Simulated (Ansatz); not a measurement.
FGeH3O2

```csv
atom,x (Å),y (Å),z (Å)
Ge,-0.0181,0.0057,-0.0597
F,0.0037,-0.0555,1.6660
O,1.6096,-0.0312,-0.6649
H,2.0367,-0.8853,-0.6301
H,-0.6827,1.2897,-0.4971
O,-0.8302,-1.4682,-0.5274
H,-1.3164,-1.8968,0.1751
```

All numbers below come from RKS BHLYP-D4/def2-SVP in Ansatz.

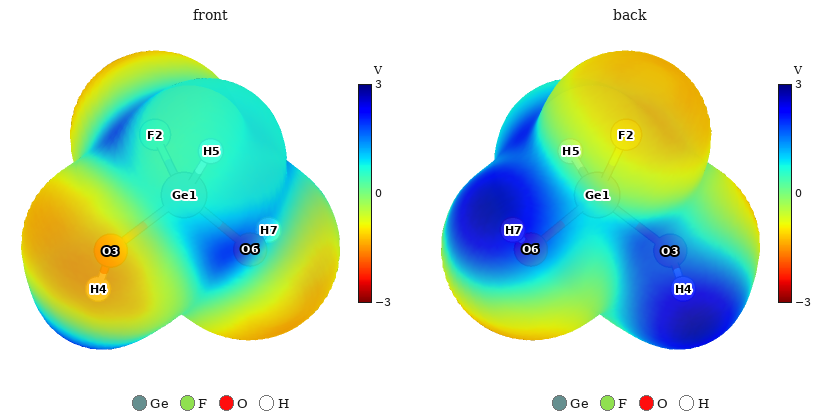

Figure 1. The molecular electrostatic potential painted on the density surface at 0.002 e/bohr³, seen from the front and from behind; red is negative and blue positive.

Q: Where is the surface potential most negative and most positive?

A: The most negative region (about −1.4 V) lies over O3 and O6, the most positive (about +2.7 V) over H4 and H7.

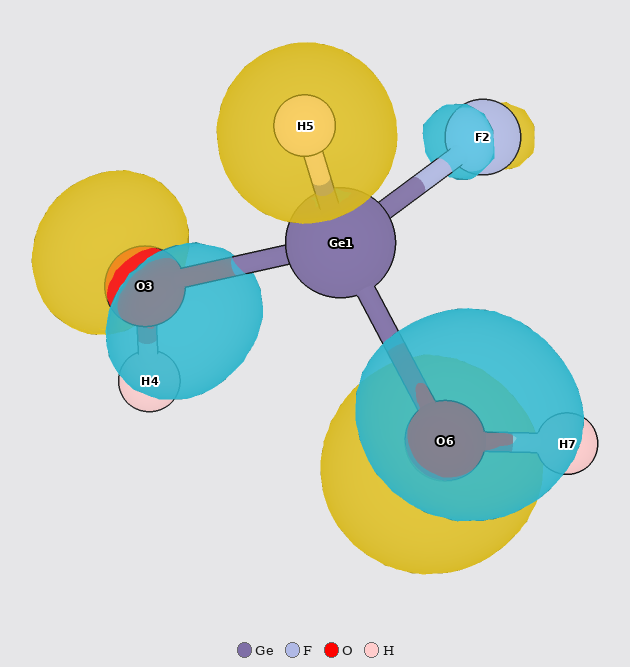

Figure 2. The HOMO at ±0.15 Å⁻³ᐟ² (yellow and cyan are the two phases), seen at a tilt.

Q: Describe this orbital and give its energy.

A: Its weight (Hirshfeld) is mainly on O6 (about 55 %), O3 (about 15 %), Ge1 (about 10 %) and H5 (about 10 %). Its energy is −10.86 eV.

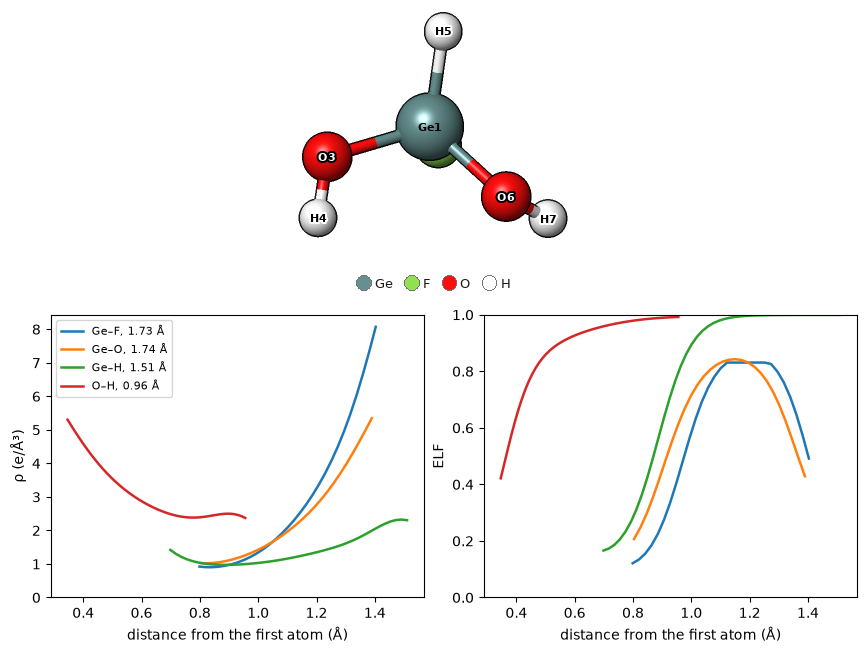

Figure 3. Total electron density and ELF along straight lines between neighbouring atoms. The curves leave out the atomic cores. The structure is drawn too.

Q: Compare the contacts.

A: Ge–F (1.73 Å): ρ is about 0.92 e/Å³ halfway; the ELF peaks at about 0.85 in the valence shell of F, 0.6 Å from its nucleus, and is about 0.20 at the midpoint.
Ge–O (1.74 Å): ρ at the midpoint is about 1.1 e/Å³; the ELF peaks at about 0.85 in the valence shell of O, 0.6 Å from its nucleus, and is about 0.35 at the midpoint.
Ge–H (1.51 Å): ρ at the midpoint is about 1.1 e/Å³; the ELF climbs to about 1 towards the hydrogen.
O–H (0.96 Å): the density is about 3.7 e/Å³ at the midpoint; the ELF climbs to about 1 towards the hydrogen (an ordinary covalent bond to hydrogen).

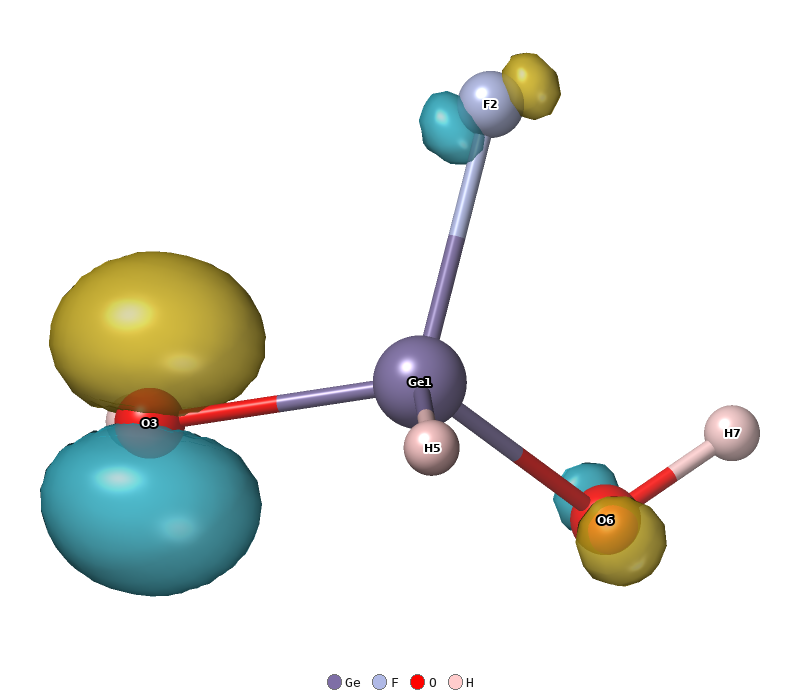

Figure 4. The HOMO−1 at ±0.3 Å⁻³ᐟ² (yellow and cyan are the two phases), seen from one side.

Q: What is the character of this orbital?

A: Its weight (Hirshfeld) is mainly on O3 (about 75 %), Ge1 (about 10 %) and O6 (about 5 %); largely a lone pair of O3. Its energy is −11.26 eV.
